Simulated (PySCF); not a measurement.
# C2H3FGaN (SMILES F[CH]1N=[CH][GaH]1): SVWN5/6-31G(d) (spherical functions)

What is the vertical ionisation energy of C2H3FGaN at SVWN5/6-31G* (spherical functions)? 

The calculation is run with PySCF 2.14.0.

### Step 1. The molecule

The species is C2H3FGaN (8 atoms), meant as a singlet with charge 0. SMILES: `F[CH]1N=[CH][GaH]1`. The shape is that of a PBE0-D4/def2-TZVP optimisation.

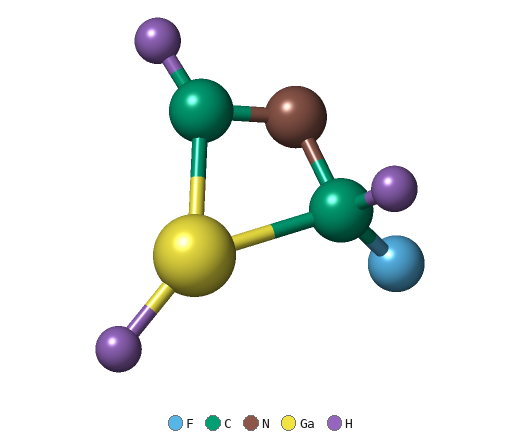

Viewed from a chosen angle; fluorine blue, carbon teal, nitrogen brown, gallium yellow, hydrogen purple.

### Step 2. A single-point energy at SVWN5/6-31G(d) (spherical functions)

Contents of input.py:

```python
from pyscf import gto, dft

mol = gto.Mole()
mol.atom = '''
F     -3.989401    -0.054802     0.841684
C     -1.574142     0.874754     0.746064
N      0.181603    -0.747954     2.106478
C      2.151642    -1.097931     0.743796
Ga     0.603579     0.291018    -2.392960
H     -1.584346     2.743315     1.626298
H      3.775106    -2.071329     1.559780
H      0.610004    -0.045164    -5.336587
'''
mol.unit = 'bohr'
mol.charge = 0
mol.max_memory = 1860
mol.verbose = 3
mol.spin = 0
mol.basis = '6-31g*'
mol.build()

calc0 = dft.RKS(mol, xc='svwn')
calc0.conv_tol = 1e-10
calc0.grids.level = 7
calc0.kernel()
if not calc0.converged:
    calc0 = calc0.newton().run(calc0.mo_coeff, calc0.mo_occ)

energy = calc0.e_tot
print('E(%s) = %.9f' % ('SVWN5', energy))
```

Command:

```console
$ OMP_NUM_THREADS=1 python input.py
```

Log:

```text
converged SCF energy = -2152.29191643479
E(SVWN5) = -2152.291916435
```

Wall time 31 s (1 thread of Arm Neoverse V2, shared host); peak memory 0.34 GiB.

### Step 3. The doublet cation, same level

Contents of job.py:

```python
from pyscf import gto, dft

mol = gto.M(
    atom='''
F     -2.111100    -0.029000     0.445400
C     -0.833000     0.462900     0.394800
N      0.096100    -0.395800     1.114700
C      1.138600    -0.581000     0.393600
Ga     0.319400     0.154000    -1.266300
H     -0.838400     1.451700     0.860600
H      1.997700    -1.096100     0.825400
H      0.322800    -0.023900    -2.824000
''',
    basis='6-31g*',
    verbose=3,
    max_memory=1860,
    spin=1,
    charge=1,
)

mf = dft.UKS(mol, xc='svwn')
mf.conv_tol = 1e-10
mf.grids.level = 7
mf.kernel()
if not mf.converged:
    mf = mf.newton().run(mf.mo_coeff, mf.mo_occ)

energy = mf.e_tot
print('E(%s) = %.9f' % ('SVWN5', energy))
```

Command:

```console
$ OMP_NUM_THREADS=1 python job.py
```

Log:

```text
converged SCF energy = -2151.96897043722  <S^2> = 0.75300707  2S+1 = 2.0030048
E(SVWN5) = -2151.968970437
```

Wall time 71 s (1 thread of Arm Neoverse V2, shared host); peak memory 0.34 GiB.

### Step 4. Results

Level: SVWN5/6-31G* (spherical functions).

| quantity | value |
| --- | --- |
| singlet C2H3FGaN: total energy | -2152.29192 Eh |
| singlet C2H3FGaN: dipole moment | 2.21 D |
| singlet C2H3FGaN: HOMO energy | -5.60 eV |
| singlet C2H3FGaN: LUMO energy | -3.06 eV |
| singlet C2H3FGaN: HOMO–LUMO gap | 2.54 eV |
| doublet cation: total energy | -2151.96897 Eh |
| doublet cation: HOMO energy (highest over α and β) | -12.46 eV |
| doublet cation: LUMO energy (lowest over α and β) | -11.99 eV |
| doublet cation: ⟨S²⟩ | 0.753 |
| vertical ionisation energy (to the doublet cation) | 8.788 eV |

What this shows: Removing an electron at fixed nuclei costs 8.79 eV (203 kcal/mol). −ε(HOMO) before ionisation, 5.60 eV, is 3.19 eV below this ionisation energy. Mulliken charges (singlet C2H3FGaN) run from -0.26 on Ga5 to +0.24 on C2; they depend strongly on the basis. Mulliken charges (doublet cation) run from -0.17 on F1 to +0.29 on H7.
